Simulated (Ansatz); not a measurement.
# Al4O: the cost of one run

Method: DFT PBE, scalar-relativistic, plane waves, PAW, in Ansatz 0.2.0.

## 1. The system as given

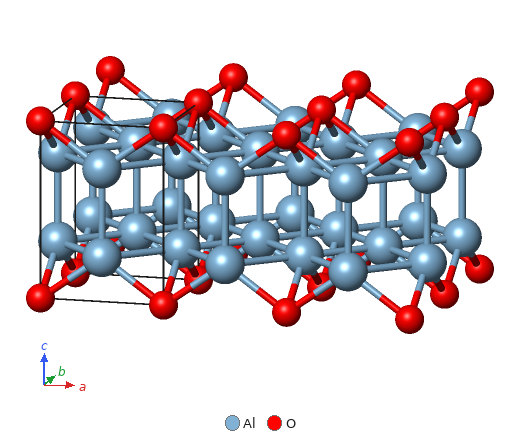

The starting structure, seen slightly off an axis (aluminium light blue, oxygen red). 3×2×1 cells are drawn. Atoms on the faces are drawn again on the opposite ones.

Coordinates:

```
CELL_PARAMETERS angstrom
3.46038 0.00000 0.00000
0.00000 3.46038 0.00000
0.00000 0.00000 4.89371
ATOMIC_POSITIONS crystal
Al 0.50000 0.00000 0.25000
Al 0.00000 0.50000 0.75000
Al 0.50000 0.00000 0.75000
Al 0.00000 0.50000 0.25000
O 0.00000 0.00000 0.00000
```

Recipe of the guess: ordered vacancies on the anion sites of antifluorite (P4/mmm, No. 123). The dimensions are guesses.

## 2. The guess as it stands, on a coarse mesh

File input.yaml:

```yaml
crystal:
  lattice:
    - [3.46037766, 0.0, 0.0]
    - [0.0, 3.46037766, 0.0]
    - [0.0, 0.0, 4.89371302]
  atoms:
    - { symbol: Al, position: [0.5, 0.0, 0.25] }
    - { symbol: Al, position: [0.0, 0.5, 0.75] }
    - { symbol: Al, position: [0.5, 0.0, 0.75] }
    - { symbol: Al, position: [0.0, 0.5, 0.25] }
    - { symbol: O, position: [0.0, 0.0, 0.0] }
basis:
  ecutwfc: 420
kpoints:
  mp_grid: { grid: [6, 6, 4] }
hamiltonian:
  xc: pbe
scf:
  occupations: { method: gaussian, width: 0.1 }
  lower_state_search: "off"
output:
  forces: true
  stress: true
  eigenvalues: true
```

Run with:

```bash
ansatz run input.yaml --threads 1 --pin off --max-ram 2048MiB --backend cpu --events-out ev --progress --plain --runs-dir out
```

Q: Estimate wall time and peak memory on 1 thread of Arm Neoverse V1, shared host.

About 1.7 s, with a peak of 0.29 GiB.
